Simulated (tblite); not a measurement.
# Geometry relaxation, with input and output: C9H8F2Si

System: C9H8F2Si.
Method: GFN2-xTB geometry optimisation, gas phase (tblite 0.8.0).

It belongs to a series of runs on one base structure; here: H on C replaced by CHF2.

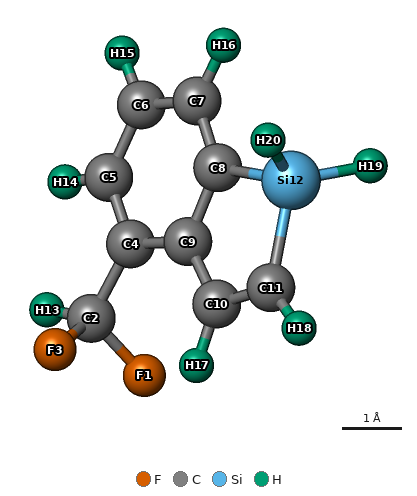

Figure 1. The starting structure (ball-and-stick view, seen at a tilt; atoms are numbered from 1 in the order of the input).

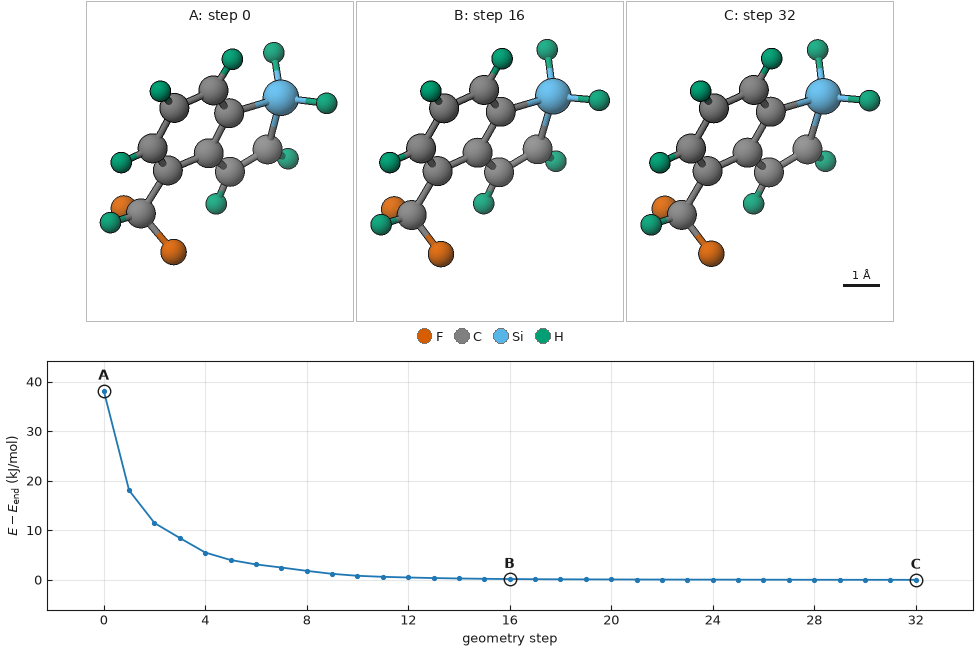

Figure 2. Frames of the relaxation (ball-and-stick view, seen at a tilt) above the curves, on which the letters mark them (steps are counted from 0).

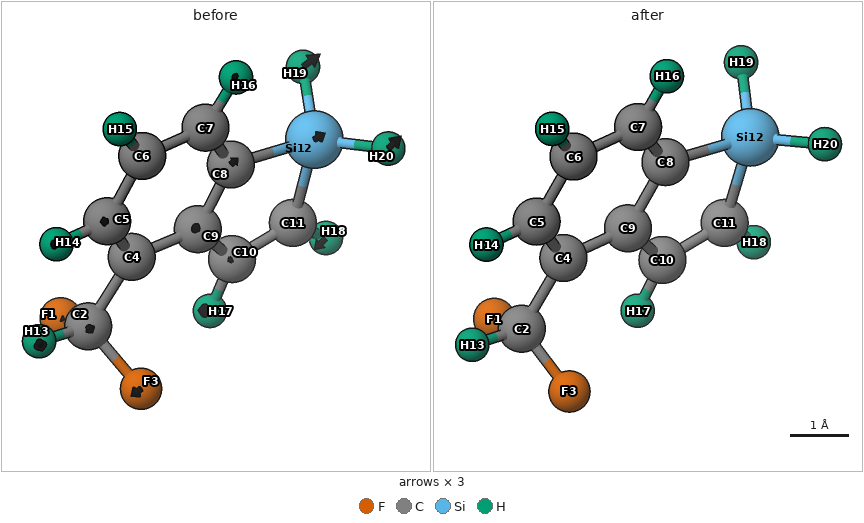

Figure 3. Before (left) and after (right) the relaxation, at one scale (ball-and-stick view, seen at a tilt). The black arrows give the displacements, magnified 3 times. The largest move after the best rigid fit is that of H19, 0.13 Å. Largest moves by element: H 0.13 Å, Si 0.09 Å, F 0.09 Å, C 0.06 Å. Distances before and after: C2–F3 1.414 → 1.362 Å, C9–C10 1.411 → 1.457 Å, C4–C5 1.356 → 1.392 Å, C10–H17 1.110 → 1.079 Å. Among the angles that change: C4–C9–C8 113.6° → 119.8°, C7–C8–C9 125.9° → 119.8°, C10–C11–H18 127.2° → 121.6°. The energy falls by 38.2 kJ/mol in 32 geometry steps. Largest force component: 2.5 eV/Å at the start, 0.009 eV/Å at the end. (Atoms are counted from 1 in the order of the input.)

The input that produced these results follows, with the program's output.

Input file
```
{"job": {"kind": "relax", "xc": "GFN2-xTB", "basis": "xTB"}, "charge": 0, "multiplicity": 1}
F     -2.398600    -1.671400    -1.183300
C     -2.438700    -0.830800    -0.078500
F     -2.340600    -1.694700     1.036000
C     -1.276100     0.096500    -0.031300
C     -1.533200     1.426900     0.017400
C     -0.542100     2.387700     0.051500
C      0.752700     1.955400     0.060900
C      1.007000     0.615200     0.036100
C      0.061100    -0.384700    -0.011200
C      0.515700    -1.720200    -0.036900
C      1.812100    -1.922800    -0.025800
Si     2.650100    -0.261600     0.038500
H     -3.413200    -0.295600    -0.060900
H     -2.567000     1.749900    -0.002100
H     -0.802700     3.448600     0.080700
H      1.569500     2.665800     0.111200
H     -0.163700    -2.596900    -0.074600
H      2.325300    -2.876400    -0.041500
H      3.399400    -0.014900    -1.172600
H      3.378000    -0.065400     1.283500
```

The first line tells a small driver script what to run in tblite; the rest is the geometry in Å.

Command:
```bash
OMP_NUM_THREADS=1 python <driver script> task.json out
```

What the program printed
```
step      E/eV     max force
  0    -938.61998    2.936
  1    -938.82844    1.548
  2    -938.89660    0.556
  3    -938.92801    0.419
  4    -938.95831    0.402
  5    -938.97402    0.293
  6    -938.98321    0.212
  7    -938.98972    0.209
  8    -938.99666    0.242
  9    -939.00290    0.182
 10    -939.00700    0.138
 11    -939.00915    0.095
 12    -939.01055    0.101
 13    -939.01173    0.075
 14    -939.01262    0.067
 15    -939.01328    0.052
 16    -939.01379    0.064
 17    -939.01415    0.044
 18    -939.01436    0.030
 19    -939.01451    0.030
 20    -939.01465    0.036
 21    -939.01479    0.039
 22    -939.01490    0.024
 23    -939.01497    0.017
 24    -939.01503    0.018
 25    -939.01509    0.024
 26    -939.01517    0.028
 27    -939.01524    0.023
 28    -939.01531    0.017
 29    -939.01536    0.016
 30    -939.01540    0.013
 31    -939.01542    0.012
 32    -939.01544    0.009
```

Trajectory as extended XYZ (Å, eV, eV/Å), 11 of the 33 frames kept, from step=0 to step=32
```
20
Properties=species:S:1:pos:R:3:forces:R:3 step=0 energy=-938.61998
F    -2.3986   -1.6714   -1.1833   -0.1990   0.6380   0.8510
C    -2.4387   -0.8308   -0.0785    0.2600  -1.3460   0.3810
F    -2.3406   -1.6947    1.0360   -0.5610   0.6930  -1.0720
C    -1.2761    0.0965   -0.0313    0.6330  -1.5460  -0.1810
C    -1.5332    1.4269    0.0174   -0.8530   1.3030  -0.1240
C    -0.5421    2.3877    0.0515   -0.6210   0.7420   0.0790
C     0.7527    1.9554    0.0609    0.4770   0.6540   0.1060
C     1.0070    0.6152    0.0361    1.6260  -0.3980   0.0190
C     0.0611   -0.3847   -0.0112   -2.4530   1.6130  -0.0400
C     0.5157   -1.7202   -0.0369   -1.5880  -2.4020  -0.1390
C     1.8121   -1.9228   -0.0258    1.8610  -0.1520   0.0700
Si    2.6501   -0.2616    0.0385    0.9490   0.0700   0.1740
H    -3.4132   -0.2956   -0.0609    0.3040  -0.5510   0.0550
H    -2.5670    1.7499   -0.0021   -0.0210   0.0360   0.0320
H    -0.8027    3.4486    0.0807    0.1090  -0.4170  -0.0160
H     1.5695    2.6658    0.1112   -0.0230  -0.1080  -0.0570
H    -0.1637   -2.5969   -0.0746    0.1060   0.8760   0.0320
H     2.3253   -2.8764   -0.0415   -0.4130   0.0700  -0.0070
H     3.3994   -0.0149   -1.1726    0.2650   0.1440  -0.2520
H     3.3780   -0.0654    1.2835    0.1400   0.0790   0.0870
20
Properties=species:S:1:pos:R:3:forces:R:3 step=3 energy=-938.92801
F    -2.4074   -1.6589   -1.1624   -0.0860  -0.1270  -0.0530
C    -2.4345   -0.8601   -0.0657    0.0390   0.1540  -0.0260
F    -2.3659   -1.6828    1.0085   -0.3040  -0.2610   0.1220
C    -1.2851    0.0886   -0.0372    0.2750  -0.1050  -0.0180
C    -1.5515    1.4472    0.0107   -0.2670   0.1160  -0.0890
C    -0.5532    2.3946    0.0539    0.0220   0.0380   0.0120
C     0.7610    1.9597    0.0648    0.0900   0.0340   0.0470
C     1.0408    0.6129    0.0365    0.1150  -0.2070  -0.0090
C     0.0317   -0.3669   -0.0131   -0.0670   0.2560  -0.0340
C     0.5060   -1.7513   -0.0401   -0.2180   0.0070  -0.0270
C     1.8302   -1.9198   -0.0232    0.1260  -0.0290   0.0310
Si    2.6900   -0.2640    0.0423    0.2820  -0.0570  -0.0330
H    -3.3982   -0.3217   -0.0576   -0.0380  -0.2590   0.0650
H    -2.5810    1.7562   -0.0010   -0.2260   0.1390   0.0070
H    -0.8012    3.4457    0.0806    0.0360  -0.0400   0.0070
H     1.5748    2.6688    0.1091   -0.0100   0.0180  -0.0240
H    -0.1788   -2.5872   -0.0745   -0.1430   0.1720  -0.0060
H     2.3139   -2.8824   -0.0419   -0.1790  -0.0580   0.0000
H     3.4142   -0.0074   -1.1851    0.2810   0.1180  -0.1810
H     3.3891   -0.0605    1.2924    0.2700   0.0910   0.2090
20
Properties=species:S:1:pos:R:3:forces:R:3 step=6 energy=-938.98321
F    -2.4185   -1.6681   -1.1602    0.0610  -0.0600  -0.0310
C    -2.4296   -0.8651   -0.0623   -0.1070  -0.1300   0.0060
F    -2.4072   -1.7051    1.0092    0.0180  -0.0620   0.0080
C    -1.2830    0.0953   -0.0395   -0.0560  -0.0580   0.0660
C    -1.5738    1.4580   -0.0004    0.0980  -0.0690   0.0360
C    -0.5537    2.3897    0.0550   -0.0430  -0.0330  -0.0350
C     0.7671    1.9548    0.0702    0.0050  -0.0350  -0.0240
C     1.0639    0.6064    0.0357    0.0310   0.0980  -0.0150
C     0.0362   -0.3536   -0.0176    0.0520   0.0550  -0.0030
C     0.5001   -1.7443   -0.0432   -0.0110   0.0930   0.0060
C     1.8288   -1.9186   -0.0196   -0.0510   0.0080  -0.0130
Si    2.7338   -0.2718    0.0406   -0.0960  -0.0010  -0.0030
H    -3.4009   -0.3553   -0.0495   -0.1380   0.0610   0.0040
H    -2.6102    1.7738   -0.0005    0.1170   0.0110  -0.0270
H    -0.7961    3.4440    0.0817    0.0820  -0.0720   0.0090
H     1.5766    2.6733    0.1063   -0.0890  -0.0280   0.0130
H    -0.2042   -2.5686   -0.0756    0.0340   0.2090  -0.0090
H     2.2899   -2.8934   -0.0417   -0.1330  -0.0150   0.0130
H     3.4518    0.0082   -1.2058    0.1190   0.0160   0.1270
H     3.4237   -0.0488    1.3142    0.1080   0.0100  -0.1280
20
Properties=species:S:1:pos:R:3:forces:R:3 step=10 energy=-939.00700
F    -2.4134   -1.6829   -1.1614   -0.0170   0.0290   0.0530
C    -2.4445   -0.8834   -0.0590    0.0610   0.0620   0.0140
F    -2.4241   -1.7288    1.0089    0.0010  -0.0030  -0.0370
C    -1.2911    0.0842   -0.0286   -0.0350   0.0320  -0.0040
C    -1.5730    1.4480    0.0019   -0.0140  -0.0020   0.0160
C    -0.5536    2.3779    0.0498    0.0090   0.0110   0.0220
C     0.7676    1.9537    0.0674    0.0590   0.0360  -0.0140
C     1.0746    0.6133    0.0314   -0.0940  -0.0360  -0.0120
C     0.0387   -0.3374   -0.0187   -0.0510  -0.0500   0.0320
C     0.4983   -1.7193   -0.0439   -0.0330  -0.0410  -0.0050
C     1.8217   -1.9145   -0.0204    0.0460   0.0080  -0.0040
Si    2.7407   -0.2747    0.0388    0.0010   0.0220  -0.0080
H    -3.4214   -0.3665   -0.0467    0.1000  -0.0880  -0.0360
H    -2.6002    1.7827   -0.0057   -0.0250  -0.0230  -0.0040
H    -0.7800    3.4325    0.0833   -0.0430   0.0070  -0.0170
H     1.5651    2.6771    0.1080    0.0610   0.1070   0.0070
H    -0.2171   -2.5243   -0.0784   -0.0740  -0.0430  -0.0080
H     2.2512   -2.9027   -0.0388   -0.0320  -0.0020   0.0050
H     3.4936    0.0178   -1.1853    0.0440  -0.0130   0.1000
H     3.4619   -0.0420    1.2943    0.0350  -0.0110  -0.1000
20
Properties=species:S:1:pos:R:3:forces:R:3 step=13 energy=-939.01173
F    -2.4128   -1.6832   -1.1578    0.0260  -0.0110  -0.0420
C    -2.4420   -0.8837   -0.0570    0.0150  -0.0310  -0.0080
F    -2.4256   -1.7334    1.0060    0.0280  -0.0110   0.0390
C    -1.2945    0.0844   -0.0261    0.0530   0.0120   0.0130
C    -1.5731    1.4475    0.0044    0.0050   0.0480   0.0010
C    -0.5519    2.3769    0.0509   -0.0040   0.0350   0.0080
C     0.7717    1.9571    0.0654   -0.0080   0.0110   0.0100
C     1.0696    0.6131    0.0296    0.0360   0.0290   0.0090
C     0.0343   -0.3385   -0.0158    0.0240   0.0240   0.0000
C     0.4960   -1.7193   -0.0442   -0.0510  -0.0380   0.0070
C     1.8206   -1.9131   -0.0212   -0.0680  -0.0320  -0.0010
Si    2.7384   -0.2732    0.0377   -0.0560  -0.0110  -0.0070
H    -3.4177   -0.3752   -0.0500   -0.0350   0.0200  -0.0060
H    -2.6001    1.7817   -0.0072   -0.0280  -0.0040   0.0070
H    -0.7817    3.4310    0.0817   -0.0390   0.0120  -0.0110
H     1.5679    2.6872    0.1089   -0.0160  -0.0210  -0.0120
H    -0.2261   -2.5203   -0.0797   -0.0020  -0.0370  -0.0020
H     2.2411   -2.9048   -0.0378    0.0160   0.0020  -0.0030
H     3.5072    0.0184   -1.1708    0.0570   0.0020   0.0020
H     3.4736   -0.0419    1.2799    0.0450   0.0010  -0.0030
20
Properties=species:S:1:pos:R:3:forces:R:3 step=16 energy=-939.01379
F    -2.4090   -1.6841   -1.1597    0.0410   0.0090   0.0060
C    -2.4393   -0.8860   -0.0567   -0.0130   0.0070  -0.0020
F    -2.4230   -1.7365    1.0076    0.0290   0.0260  -0.0210
C    -1.2927    0.0868   -0.0234   -0.0380   0.0060   0.0010
C    -1.5732    1.4509    0.0059   -0.0110  -0.0290   0.0020
C    -0.5519    2.3801    0.0524   -0.0280   0.0070  -0.0070
C     0.7724    1.9603    0.0656   -0.0390  -0.0040   0.0100
C     1.0699    0.6159    0.0298    0.0010   0.0070   0.0100
C     0.0347   -0.3370   -0.0142   -0.0040   0.0080  -0.0030
C     0.4889   -1.7219   -0.0435    0.0000   0.0300   0.0040
C     1.8132   -1.9157   -0.0216   -0.0080   0.0030   0.0020
Si    2.7338   -0.2746    0.0363    0.0520  -0.0380   0.0000
H    -3.4177   -0.3790   -0.0523    0.0140  -0.0030   0.0080
H    -2.6028    1.7807   -0.0070    0.0180   0.0020   0.0100
H    -0.7873    3.4327    0.0795   -0.0100   0.0310  -0.0030
H     1.5681    2.6907    0.1077   -0.0110  -0.0220  -0.0120
H    -0.2326   -2.5233   -0.0807   -0.0110  -0.0120   0.0040
H     2.2373   -2.9059   -0.0377    0.0070  -0.0020  -0.0060
H     3.5212    0.0187   -1.1622    0.0090  -0.0130   0.0060
H     3.4850   -0.0420    1.2710    0.0020  -0.0130  -0.0090
20
Properties=species:S:1:pos:R:3:forces:R:3 step=19 energy=-939.01451
F    -2.4031   -1.6835   -1.1602    0.0200   0.0060   0.0030
C    -2.4387   -0.8859   -0.0572    0.0170   0.0130  -0.0040
F    -2.4187   -1.7351    1.0069    0.0110   0.0000  -0.0010
C    -1.2939    0.0878   -0.0226    0.0110   0.0060  -0.0060
C    -1.5744    1.4509    0.0067   -0.0080   0.0190   0.0030
C    -0.5549    2.3823    0.0523   -0.0030  -0.0050   0.0000
C     0.7692    1.9610    0.0667    0.0020  -0.0070  -0.0040
C     1.0702    0.6168    0.0310   -0.0130  -0.0200   0.0040
C     0.0341   -0.3355   -0.0138   -0.0080  -0.0090   0.0060
C     0.4859   -1.7213   -0.0430    0.0090  -0.0050  -0.0020
C     1.8100   -1.9167   -0.0216    0.0150   0.0040  -0.0010
Si    2.7355   -0.2783    0.0358   -0.0140   0.0120   0.0000
H    -3.4171   -0.3801   -0.0523   -0.0020  -0.0090  -0.0010
H    -2.6030    1.7807   -0.0058   -0.0220   0.0080   0.0070
H    -0.7906    3.4359    0.0783   -0.0010  -0.0100  -0.0030
H     1.5666    2.6894    0.1060   -0.0120   0.0000  -0.0050
H    -0.2350   -2.5249   -0.0805    0.0060   0.0290   0.0060
H     2.2368   -2.9061   -0.0383   -0.0150   0.0010  -0.0050
H     3.5268    0.0170   -1.1593    0.0030  -0.0170  -0.0050
H     3.4891   -0.0438    1.2678    0.0030  -0.0160   0.0080
20
Properties=species:S:1:pos:R:3:forces:R:3 step=22 energy=-939.01490
F    -2.3963   -1.6821   -1.1602    0.0050  -0.0010  -0.0140
C    -2.4364   -0.8843   -0.0579   -0.0020  -0.0180   0.0040
F    -2.4142   -1.7339    1.0060    0.0060  -0.0050   0.0100
C    -1.2942    0.0899   -0.0228    0.0020   0.0070   0.0070
C    -1.5768    1.4526    0.0076   -0.0030   0.0040  -0.0010
C    -0.5568    2.3830    0.0521    0.0080   0.0000   0.0020
C     0.7670    1.9599    0.0668    0.0040   0.0030  -0.0070
C     1.0688    0.6156    0.0323    0.0140   0.0200  -0.0010
C     0.0328   -0.3358   -0.0128    0.0100   0.0130   0.0010
C     0.4859   -1.7208   -0.0428   -0.0020   0.0040   0.0040
C     1.8100   -1.9164   -0.0217   -0.0080   0.0000  -0.0050
Si    2.7355   -0.2788    0.0357   -0.0110   0.0210   0.0040
H    -3.4166   -0.3823   -0.0525   -0.0050  -0.0050  -0.0090
H    -2.6059    1.7819   -0.0038   -0.0070   0.0010   0.0050
H    -0.7925    3.4366    0.0771    0.0090  -0.0090  -0.0010
H     1.5640    2.6886    0.1041   -0.0040   0.0040  -0.0020
H    -0.2361   -2.5222   -0.0794   -0.0030  -0.0050   0.0030
H     2.2344   -2.9064   -0.0396   -0.0020  -0.0070  -0.0030
H     3.5304    0.0133   -1.1582   -0.0070  -0.0130  -0.0030
H     3.4918   -0.0474    1.2670   -0.0040  -0.0130   0.0060
20
Properties=species:S:1:pos:R:3:forces:R:3 step=26 energy=-939.01517
F    -2.3909   -1.6816   -1.1620    0.0020  -0.0050   0.0100
C    -2.4347   -0.8858   -0.0579    0.0070   0.0070  -0.0030
F    -2.4103   -1.7345    1.0067   -0.0040  -0.0080  -0.0100
C    -1.2944    0.0915   -0.0214    0.0020  -0.0070   0.0000
C    -1.5787    1.4538    0.0083    0.0030  -0.0060   0.0050
C    -0.5576    2.3830    0.0521   -0.0030   0.0070  -0.0040
C     0.7663    1.9612    0.0655    0.0010   0.0080   0.0020
C     1.0696    0.6178    0.0327   -0.0080  -0.0040  -0.0040
C     0.0332   -0.3334   -0.0118   -0.0080  -0.0050   0.0030
C     0.4850   -1.7192   -0.0419   -0.0050   0.0020   0.0000
C     1.8090   -1.9158   -0.0227   -0.0010   0.0030   0.0020
Si    2.7346   -0.2770    0.0363    0.0070  -0.0270  -0.0010
H    -3.4164   -0.3859   -0.0545    0.0050  -0.0130  -0.0010
H    -2.6084    1.7827   -0.0015    0.0100  -0.0020   0.0020
H    -0.7918    3.4364    0.0761   -0.0020   0.0140   0.0010
H     1.5624    2.6901    0.1025    0.0070   0.0190  -0.0030
H    -0.2372   -2.5209   -0.0780    0.0040   0.0090   0.0030
H     2.2319   -2.9070   -0.0412   -0.0050   0.0150  -0.0030
H     3.5308    0.0082   -1.1581   -0.0060  -0.0020  -0.0050
H     3.4924   -0.0527    1.2678   -0.0060  -0.0050   0.0070
20
Properties=species:S:1:pos:R:3:forces:R:3 step=29 energy=-939.01536
F    -2.3858   -1.6820   -1.1625    0.0060  -0.0110   0.0030
C    -2.4326   -0.8871   -0.0581    0.0000  -0.0020  -0.0020
F    -2.4075   -1.7363    1.0060   -0.0050  -0.0100  -0.0070
C    -1.2946    0.0923   -0.0200    0.0060   0.0060  -0.0030
C    -1.5795    1.4543    0.0097    0.0110   0.0110   0.0030
C    -0.5585    2.3842    0.0516    0.0100   0.0090   0.0010
C     0.7661    1.9636    0.0644    0.0050  -0.0060   0.0010
C     1.0698    0.6197    0.0324    0.0040  -0.0030   0.0030
C     0.0331   -0.3315   -0.0107    0.0030  -0.0010   0.0010
C     0.4836   -1.7173   -0.0409    0.0010  -0.0030  -0.0020
C     1.8073   -1.9148   -0.0234   -0.0020  -0.0030   0.0040
Si    2.7347   -0.2785    0.0369   -0.0080   0.0040  -0.0020
H    -3.4156   -0.3909   -0.0565   -0.0060   0.0020   0.0050
H    -2.6090    1.7831    0.0009    0.0050  -0.0010   0.0010
H    -0.7914    3.4381    0.0754   -0.0110   0.0020   0.0000
H     1.5619    2.6941    0.1005   -0.0090  -0.0010  -0.0050
H    -0.2380   -2.5193   -0.0763   -0.0050   0.0080   0.0020
H     2.2294   -2.9059   -0.0430    0.0000  -0.0020  -0.0010
H     3.5298    0.0031   -1.1590   -0.0010   0.0030  -0.0030
H     3.4917   -0.0582    1.2699   -0.0060  -0.0010   0.0010
20
Properties=species:S:1:pos:R:3:forces:R:3 step=32 energy=-939.01544
F    -2.3835   -1.6834   -1.1623    0.0050   0.0010  -0.0010
C    -2.4318   -0.8876   -0.0584    0.0000  -0.0010   0.0000
F    -2.4072   -1.7380    1.0049    0.0000   0.0000   0.0000
C    -1.2942    0.0930   -0.0198   -0.0030  -0.0010   0.0020
C    -1.5786    1.4552    0.0105   -0.0010  -0.0030  -0.0010
C    -0.5578    2.3854    0.0515   -0.0020  -0.0030   0.0030
C     0.7665    1.9641    0.0642   -0.0020   0.0030  -0.0010
C     1.0701    0.6201    0.0325    0.0010   0.0040   0.0030
C     0.0333   -0.3309   -0.0103    0.0020   0.0020  -0.0010
C     0.4831   -1.7168   -0.0407    0.0010   0.0000   0.0010
C     1.8066   -1.9148   -0.0232    0.0020  -0.0020   0.0000
Si    2.7342   -0.2789    0.0368    0.0020   0.0050  -0.0010
H    -3.4157   -0.3926   -0.0568    0.0030   0.0010   0.0000
H    -2.6084    1.7832    0.0018    0.0030   0.0040   0.0010
H    -0.7923    3.4391    0.0751   -0.0010  -0.0020   0.0000
H     1.5611    2.6955    0.0993    0.0040  -0.0030  -0.0040
H    -0.2390   -2.5179   -0.0756   -0.0090  -0.0010   0.0000
H     2.2286   -2.9057   -0.0438    0.0020  -0.0080   0.0010
H     3.5292    0.0019   -1.1595   -0.0020   0.0030   0.0010
H     3.4907   -0.0601    1.2706   -0.0050   0.0000  -0.0020
```

Summary

```csv
quantity,value
outcome,converged
total energy,−939.0154 eV
hardware,"1 CPU thread, shared host"
peak memory,0.18 GiB
```
